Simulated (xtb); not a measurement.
Run report: C5H15MoO5, calculation of the molecule and its ions

- system: C5H15MoO5 (Mo(OMe)5), multiplicity 2
- method: GFN1-xTB (xtb 6.7.1)

The geometry was optimised with GFN1-xTB.

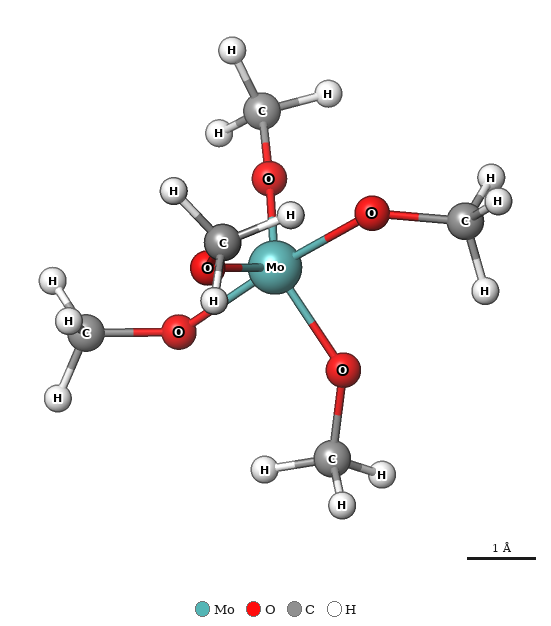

*The structure as given in the input (ball-and-stick view, seen at a tilt). Sticks mark near contacts.*

Input file (struc.tmol)
```
$coord
     -0.199819640418      0.110265519372      0.028818323401  mo
      0.516443252599     -0.647609142909      3.512604023193  o
      2.174167700904      0.427720611048      5.268386360105  c
      3.895991659357      1.167170443614      4.348770038818  h
      2.753236477274     -0.991898345555      6.674550466701  h
      1.260692989522      1.999481417944      6.288460522178  h
     -0.646607588063      0.619036483905     -3.543557737115  o
     -2.097255847632     -0.668944150856     -5.337984973275  c
     -2.073709860119     -2.729539311671     -5.002955428640  h
     -1.353705309376     -0.318626721873     -7.248649263362  h
     -4.081902915498     -0.029989953598     -5.297828293127  h
      3.114589906824      1.218060768150     -0.300504248338  o
      4.654811184701      2.004432500391     -2.307280009123  c
      3.634264591097      1.963387648964     -4.122758794312  h
      6.311382900070      0.759046292478     -2.455453434555  h
      5.330709527696      3.941590750744     -1.975349615333  h
     -2.678856857008      2.178514070991      0.811240528041  o
     -4.632039984899      3.764580104651      1.564107416092  c
     -6.357548909295      3.367775413002      0.474736997028  h
     -4.112629862284      5.754253844008      1.264132291068  h
     -5.058853527407      3.495936638774      3.582542787066  h
     -0.387431650071     -3.313389095135     -0.566709967514  o
     -0.059431886619     -5.549766580062      0.808991753952  c
      1.489708898565     -6.664837274420     -0.011980863630  h
     -1.789778509894     -6.698984625492      0.739260859954  h
      0.393535465453     -5.157629511941      2.804410260728  h
$end
```

File .CHRG
```
0
```

File .UHF
```
1
```

Run on 1 thread of Intel Xeon @ 2.70GHz, 189 GiB of memory available, shared host.

Command:
```bash
xtb --gfn 1 --vipea --acc 0.1 -- struc.tmol > run.log 2> xtb.err
```

Output
```
* xtb version 6.7.1
   ID    Z sym.   atoms
    1   42 mo     1
    2    8 o      2, 7, 12, 17, 22
    3    6 c      3, 8, 13, 18, 23
    4    1 h      4-6, 9-11, 14-16, 19-21, 24-26

           -------------------------------------------------
          |                Calculation Setup                |
           -------------------------------------------------

          program call               : xtb --gfn 1 --vipea --acc 0.1 -- struc.tmol
          coordinate file            : struc.tmol
          omp threads                :                     1

           -------------------------------------------------
          |                 G F N 1 - x T B                 |
           -------------------------------------------------

      * Hamiltonian:
        H0-scaling (s, p, d)           1.850000    2.250000    2.000000
        zeta-weighting                 0.000000
      * Dispersion:
        s8                             2.400000
        a1                             0.630000
        a2                             5.000000
        s9                             0.000000
      * Repulsion:
        kExp                           1.500000
        rExp                           1.000000
      * Coulomb:
        alpha                          2.000000
        third order                    atomic
        anisotropic                    false
      * Halogen bond correction:
        rad-scale                      1.300000
        damping                        0.440000

          ...................................................
          :                      SETUP                      :
          :.................................................:
          :  # basis functions                  80          :
          :  # atomic orbitals                  79          :
          :  # shells                           53          :
          :  # electrons                        71          :
          :  # halogen bonds                     0          :
          :  max. iterations                   250          :
          :  Hamiltonian                  GFN1-xTB          :
          :  restarted?                      false          :
          :  GBSA solvation                  false          :
          :  PC potential                    false          :
          :  electronic temp.          300.0000000     K    :
          :  accuracy                    0.1000000          :
          :  -> integral cutoff          0.3500000E+02      :
          :  -> integral neglect         0.1000000E-08      :
          :  -> SCF convergence          0.1000000E-06 Eh   :
          :  -> wf. convergence          0.2000000E-05 e    :
          :  Broyden damping             0.4000000          :
          :  net charge                          0          :
          :  unpaired electrons                  1          :
          ...................................................

 iter      E             dE          RMSdq      gap      omega  full diag
   1    -44.5534966 -0.445535E+02  0.763E+00    1.15       0.0  T
   2    -44.6717185 -0.118222E+00  0.441E+00    1.18       1.0  T
   3    -44.6749626 -0.324410E-02  0.123E+00    1.22       1.0  T
   4    -44.6771264 -0.216373E-02  0.581E-02    1.19       1.0  T
   5    -44.6772888 -0.162472E-03  0.134E-02    1.20       1.5  T
   6    -44.6772937 -0.485318E-05  0.381E-03    1.20       5.1  T
   7    -44.6772939 -0.160514E-06  0.161E-03    1.20      12.2  T
   8    -44.6772939 -0.762570E-08  0.280E-04    1.20      70.1  T
   9    -44.6772939 -0.216950E-09  0.955E-05    1.20     205.4  T
  10    -44.6772939 -0.406359E-10  0.860E-06    1.20    2279.6  T
  11    -44.6772939 -0.873968E-12  0.221E-06    1.20    8859.9  T

   *** convergence criteria satisfied after 11 iterations ***

         #    Occupation            Energy/Eh            Energy/eV
      -------------------------------------------------------------
         1        2.0000           -0.7787030             -21.1896
       ...           ...                  ...                  ...
        30        2.0000           -0.4417093             -12.0195
        31        2.0000           -0.4390135             -11.9462
        32        2.0000           -0.4371637             -11.8958
        33        2.0000           -0.4249323             -11.5630
        34        2.0000           -0.4193503             -11.4111
        35        2.0000           -0.4167393             -11.3401
        36        1.0000           -0.2787938              -7.5864 (HOMO)
        37                         -0.2346370              -6.3848 (LUMO)
        38                         -0.2118722              -5.7653
        39                         -0.1839840              -5.0065
        40                         -0.1354388              -3.6855
        41                         -0.1166528              -3.1743
       ...                                ...                  ...
        79                          0.8342554              22.7012
      -------------------------------------------------------------
                  HL-Gap            0.0441567 Eh            1.2016 eV
             Fermi-level           -0.3022410 Eh           -8.2244 eV

 SCC (total)                   0 d,  0 h,  0 min,  0.075 sec
 SCC setup                      ...        0 min,  0.000 sec (  0.487%)
 Dispersion                     ...        0 min,  0.000 sec (  0.266%)
 classical contributions        ...        0 min,  0.000 sec (  0.101%)
 integral evaluation            ...        0 min,  0.017 sec ( 22.816%)
 iterations                     ...        0 min,  0.021 sec ( 27.700%)
 molecular gradient             ...        0 min,  0.035 sec ( 47.452%)
 printout                       ...        0 min,  0.001 sec (  1.143%)

         :::::::::::::::::::::::::::::::::::::::::::::::::::::
         ::                     SUMMARY                     ::
         :::::::::::::::::::::::::::::::::::::::::::::::::::::
         :: total energy             -44.377346517208 Eh    ::
         :: gradient norm              0.000102908425 Eh/a0 ::
         :: HOMO-LUMO gap              1.201565777406 eV    ::
         ::.................................................::
         :: SCC energy               -44.677293867772 Eh    ::
         :: -> electrostatic           0.351012000801 Eh    ::
         :: repulsion energy           0.311890353715 Eh    ::
         :: dispersion energy         -0.011943003151 Eh    ::
         :: halogen bond corr.         0.000000000000 Eh    ::
         :: add. restraining           0.000000000000 Eh    ::
         :: total charge              -0.000000000000 e     ::
         :::::::::::::::::::::::::::::::::::::::::::::::::::::

           -------------------------------------------------
          |        vertical delta SCC IP calculation        |
           -------------------------------------------------

 iter      E             dE          RMSdq      gap      omega  full diag
   1    -44.2747503 -0.442748E+02  0.163E+00    3.75       0.0  T
   2    -44.3023716 -0.276213E-01  0.543E-01    3.15       1.0  T
   3    -44.3034834 -0.111174E-02  0.348E-01    3.14       1.0  T
   4    -44.3034734  0.993101E-05  0.842E-02    3.11       1.0  T
   5    -44.3035271 -0.536796E-04  0.100E-02    3.14       2.0  T
   6    -44.3035292 -0.212489E-05  0.281E-03    3.13       7.0  T
   7    -44.3035293 -0.249475E-07  0.143E-03    3.13      13.7  T
   8    -44.3035293 -0.772527E-08  0.191E-04    3.13     102.8  T
   9    -44.3035293 -0.221782E-09  0.578E-05    3.13     339.5  T
  10    -44.3035293 -0.416804E-10  0.109E-05    3.13    1799.5  T
  11    -44.3035293 -0.134293E-11  0.247E-06    3.13    7937.7  T
     SCC iter.                  ...        0 min,  0.022 sec
     gradient                   ...        0 min,  0.042 sec
------------------------------------------------------------------------
empirical IP shift (eV):    4.8455
delta SCC IP (eV):    5.3251
------------------------------------------------------------------------
           -------------------------------------------------
          |        vertical delta SCC EA calculation        |
           -------------------------------------------------

 iter      E             dE          RMSdq      gap      omega  full diag
   1    -44.7544673 -0.447545E+02  0.317E+00    1.22       0.0  T
   2    -44.8565088 -0.102042E+00  0.127E+00    1.18       1.0  T
   3    -44.8607275 -0.421871E-02  0.609E-01    1.18       1.0  T
   4    -44.8606868  0.407417E-04  0.922E-02    1.18       1.0  T
   5    -44.8608359 -0.149118E-03  0.797E-03    1.18       2.5  T
   6    -44.8608362 -0.289561E-06  0.376E-03    1.18       5.2  T
   7    -44.8608362 -0.418708E-07  0.579E-04    1.18      33.9  T
   8    -44.8608362 -0.123367E-08  0.168E-04    1.18     116.7  T
   9    -44.8608362 -0.210633E-09  0.237E-05    1.18     828.0  T
  10    -44.8608362 -0.579092E-11  0.564E-06    1.18    3476.1  T
  11    -44.8608362 -0.369482E-12  0.695E-07    1.18   28205.6  T
     SCC iter.                  ...        0 min,  0.012 sec
     gradient                   ...        0 min,  0.022 sec
------------------------------------------------------------------------
empirical EA shift (eV):    4.8455
delta SCC EA (eV):    0.1489
------------------------------------------------------------------------
           -------------------------------------------------
          |                Property Printout                |
           -------------------------------------------------

    * Orbital Energies and Occupations

         #    Occupation            Energy/Eh            Energy/eV
      -------------------------------------------------------------
         1        2.0000           -0.6040744             -16.4377
       ...           ...                  ...                  ...
        24        2.0000           -0.3606822              -9.8147
        25        2.0000           -0.3577412              -9.7346
        26        2.0000           -0.3094709              -8.4211
        27        2.0000           -0.3086719              -8.3994
        28        2.0000           -0.2888411              -7.8598
        29        2.0000           -0.2781993              -7.5702
        30        2.0000           -0.2716306              -7.3914
        31        2.0000           -0.2681438              -7.2966
        32        2.0000           -0.2671799              -7.2703
        33        2.0000           -0.2530702              -6.8864
        34        2.0000           -0.2484133              -6.7597
        35        2.0000           -0.2462617              -6.7011
        36        2.0000           -0.0883662              -2.4046 (HOMO)
        37                         -0.0450037              -1.2246 (LUMO)
        38                         -0.0300559              -0.8179
        39                         -0.0022612              -0.0615
        40                          0.0066857               0.1819
        41                          0.0265825               0.7233
        42                          0.0278645               0.7582
        43                          0.0294638               0.8018
        44                          0.0433207               1.1788
        45                          0.0585070               1.5921
        46                          0.0594779               1.6185
        47                          0.0793905               2.1603
       ...                                ...                  ...
        79                          1.0249987              27.8916
      -------------------------------------------------------------
                  HL-Gap            0.0433625 Eh            1.1800 eV
             Fermi-level           -0.0666849 Eh           -1.8146 eV

  Mulliken/CM5 charges         n(s)   n(p)   n(d)
     1mo    1.35585  2.11510   0.501  0.869  3.274
     2o    -0.65383 -0.83877   1.684  4.970  0.000
     3c     0.19700  0.07579   0.948  2.855  0.000
     4h    -0.00083  0.05997   1.001  0.000  0.000
     5h    -0.03682  0.02098   1.037  0.000  0.000
     6h    -0.02901  0.02863   1.029  0.000  0.000
     7o    -0.65352 -0.83877   1.684  4.970  0.000
     8c     0.19683  0.07559   0.949  2.854  0.000
     9h    -0.00238  0.05811   1.002  0.000  0.000
    10h    -0.03687  0.02096   1.037  0.000  0.000
    11h    -0.02817  0.02942   1.028  0.000  0.000
    12o    -0.61348 -0.81986   1.687  4.927  0.000
    13c     0.19306  0.07057   0.952  2.855  0.000
    14h     0.01380  0.07596   0.986  0.000  0.000
    15h    -0.02119  0.03694   1.021  0.000  0.000
    16h    -0.02687  0.03109   1.027  0.000  0.000
    17o    -0.59584 -0.84085   1.683  4.913  0.000
    18c     0.20745  0.08681   0.948  2.845  0.000
    19h    -0.00610  0.05187   1.006  0.000  0.000
    20h    -0.00560  0.05243   1.006  0.000  0.000
    21h    -0.00272  0.05523   1.003  0.000  0.000
    22o    -0.61331 -0.82547   1.685  4.928  0.000
    23c     0.19536  0.07301   0.951  2.853  0.000
    24h    -0.01922  0.03893   1.019  0.000  0.000
    25h    -0.02664  0.03130   1.027  0.000  0.000
    26h     0.01304  0.07501   0.987  0.000  0.000

Wiberg/Mayer (AO) data.
largest (>0.10) Wiberg bond orders for each atom

 ---------------------------------------------------------------------------
     #   Z sym  total        # sym  WBO       # sym  WBO       # sym  WBO
 ---------------------------------------------------------------------------
     1  42 mo   4.609 --    17 o    0.921    22 o    0.878    12 o    0.876
                             2 o    0.741     7 o    0.737
     2   8 o    1.905 --     3 c    0.994     1 mo   0.741
     3   6 c    3.966 --     2 o    0.994     5 h    0.979     6 h    0.971
                             4 h    0.961
     4   1 h    1.018 --     3 c    0.961
     5   1 h    1.026 --     3 c    0.979
     6   1 h    1.019 --     3 c    0.971
     7   8 o    1.903 --     8 c    0.995     1 mo   0.737
     8   6 c    3.967 --     7 o    0.995    10 h    0.980    11 h    0.970
                             9 h    0.961
     9   1 h    1.017 --     8 c    0.961
    10   1 h    1.027 --     8 c    0.980
    11   1 h    1.019 --     8 c    0.970
    12   8 o    1.997 --    13 c    0.979     1 mo   0.876
    13   6 c    3.958 --    12 o    0.979    16 h    0.978    15 h    0.977
                            14 h    0.958
    14   1 h    1.021 --    13 c    0.958
    15   1 h    1.021 --    13 c    0.977
    16   1 h    1.022 --    13 c    0.978
    17   8 o    2.038 --    18 c    0.985     1 mo   0.921
    18   6 c    3.948 --    17 o    0.985    20 h    0.976    19 h    0.975
                            21 h    0.972
    19   1 h    1.014 --    18 c    0.975
    20   1 h    1.014 --    18 c    0.976
    21   1 h    1.012 --    18 c    0.972
    22   8 o    2.000 --    23 c    0.981     1 mo   0.878
    23   6 c    3.957 --    22 o    0.981    25 h    0.978    24 h    0.977
                            26 h    0.959
    24   1 h    1.020 --    23 c    0.977
    25   1 h    1.021 --    23 c    0.978
    26   1 h    1.021 --    23 c    0.959
 ---------------------------------------------------------------------------

Topologies differ in total number of bonds
Writing topology from bond orders to xtbtopo.mol

 dipole moment from electron density (au)
     X       Y       Z
  -0.5232   0.3179   0.2126  total (Debye):    1.647

           -------------------------------------------------
          | TOTAL ENERGY              -44.560888865669 Eh   |
          | GRADIENT NORM               0.100275362069 Eh/α |
          | HOMO-LUMO GAP               1.179955006307 eV   |
           -------------------------------------------------

------------------------------------------------------------------------
------------------------------------------------------------------------
 total:
 *  cpu-time:     0 d,  0 h,  0 min,  0.213 sec
 * ratio c/w:     0.960 speedup
 SCF:
 *  cpu-time:     0 d,  0 h,  0 min,  0.194 sec
 * ratio c/w:     0.957 speedup
```

Standard error
```
normal termination of xtb
```

Results in brief

| quantity | value |
| --- | --- |
| outcome | converged |
| electrons treated | 71 |
| total energy | −44.377347 hartree |
| dispersion energy | −0.011943 hartree |
| basis functions | 80 |
| peak memory | 0.071 GiB |

Notes

Settings chosen away from the usual ones: method = gfn1-xtb; task = vipea; x = {"accuracy": 0.1}; geo = {"prev": "A"}. The record of the run, not the program, notes: no spin polarisation: high-spin states lie too high.
